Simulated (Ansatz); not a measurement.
The calculation's input:

```
crystal:
  periodic: [false, false, false]
  atoms:
    - { symbol: S, position_ang: [-0.9609, -0.6151, 1.3531] }
    - { symbol: C, position_ang: [0.5385, -0.3128, 0.4378] }
    - { symbol: O, position_ang: [0.42065, 0.89933, -0.26455] }
    - { symbol: Al, position_ang: [1.70348, 1.08667, 1.04099] }
    - { symbol: Cl, position_ang: [2.27688, 2.04013, 3.0027] }
    - { symbol: H, position_ang: [-1.0639, 0.7928, 1.7438] }
    - { symbol: H, position_ang: [0.95225, -1.15924, -0.2007] }
basis:
  gaussian: { orbitals: "6-31G*" }
hamiltonian:
  xc: hf
relax:
  f_tol: 0.015
  max_steps: 40
output:
  orbitals: {}
```

Launched as:

```sh
ansatz run input.yaml --threads 1 --pin off --max-ram 2048MiB --backend cpu --events-out ev --progress --plain --runs-dir out
```

The fields are those of the relaxed geometry.

Computed with Ansatz, RHF/6-31G*.

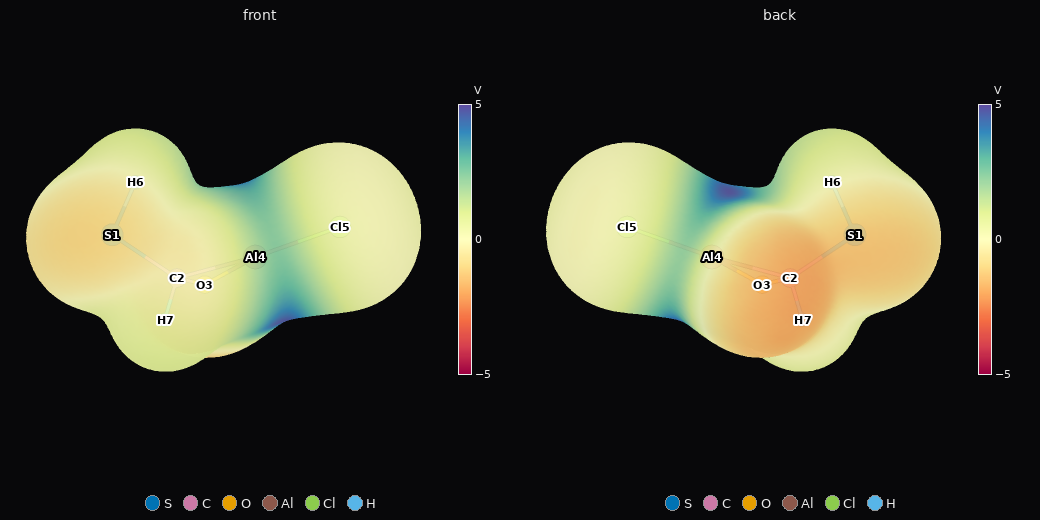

CH$_{2}$AlClOS. The electrostatic potential painted on the density surface at 0.002 e/bohr³, seen from the front and from behind; red is negative and blue positive.

**Describe the electrostatic potential map.**

The most negative region (about −2.1 V) lies over O3, the most positive (about +4.6 V) over Al4. O3 is the likeliest acceptor of a hydrogen bond.
